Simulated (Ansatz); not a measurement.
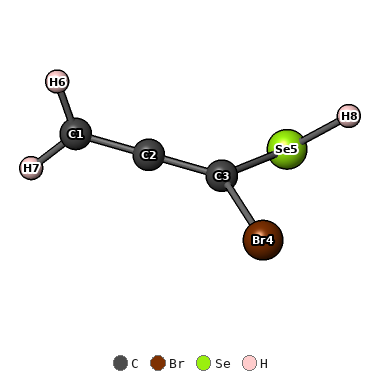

The system is C₃H₃BrSe, SMILES C=C=C([SeH])Br; the picture shows the reference structure. First axis: angle C1–C2–C3 (carried through 180). Second axis: change of the bonds C2–C1, C2–C3, all alike. Nothing is relaxed (all other coordinates rigid). The scan uses an 11 × 11 grid. Points are written as (first, second). Energies: kJ/mol, counted from the relaxed molecule at the same level. Level of theory: Ansatz 0.2.0, RKS r2SCAN0-D4/def2-SVP.

Its coordinates:

```xyz
8

C     0.2028    1.7703    0.1995
C    -0.0208    0.5178   -0.0833
C    -0.2323   -0.7372   -0.3668
Br   -1.8246   -1.2543   -1.2616
Se    1.0792   -2.0657   -0.0199
H    -0.1543    2.2084    1.1329
H     0.7530    2.4151   -0.4878
H     0.1627   -2.9477    0.7084
```

Range: angle C1–C2–C3 (carried through 180) from 140 to 220°; change of the bonds C2–C1, C2–C3, all alike from −0.143 to 0.222 Å.

> Predict the map.

The lowest grid point is at (180°, 0.003 Å), 0.07 kJ/mol from the relaxed molecule at the same level. It is the only kind of minimum in the scanned range. The highest grid point, (220°, −0.143 Å), lies 280 kJ/mol above the lowest. Round the minimum the two coordinates are nearly uncoupled.

```csv
"second ↓, first →",140,148,156,164,172,180,188,196,204,212,220
0.222,247,238,232,229,227,227,228,231,236,242,251
0.185,194,183,176,171,168,168,169,173,179,187,198
0.149,148,136,126,120,117,116,118,122,129,139,152
0.112,109,94,83,75,71,70,72,77,85,97,112
0.076,80,63,50,41,36,34,37,42,52,65,83
0.039,63,43,28,17,11,10,12,19,30,45,65
0.003,61,38,21,9,2,0,3,10,23,40,63
−0.034,77,52,32,19,11,8,12,20,34,53,79
−0.070,115,87,65,50,41,39,42,51,67,88,116
−0.107,182,151,127,110,100,97,101,111,128,152,183
−0.143,279,245,219,201,190,186,190,201,220,246,280
```

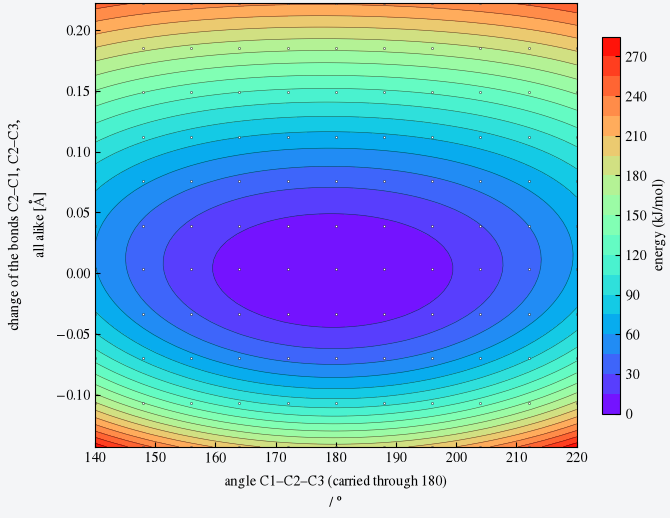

The picture shows filled contours, dots at the grid points. Between grid points the surface is interpolated.

Each point was launched as `ansatz run input.yaml --threads 1 --pin off --max-ram 2560MiB --backend cpu --events-out ev --progress --plain --runs-dir out`. Time for the 121 points that were run: 29 min on 1 thread of Arm Neoverse V2, with other jobs on the host.
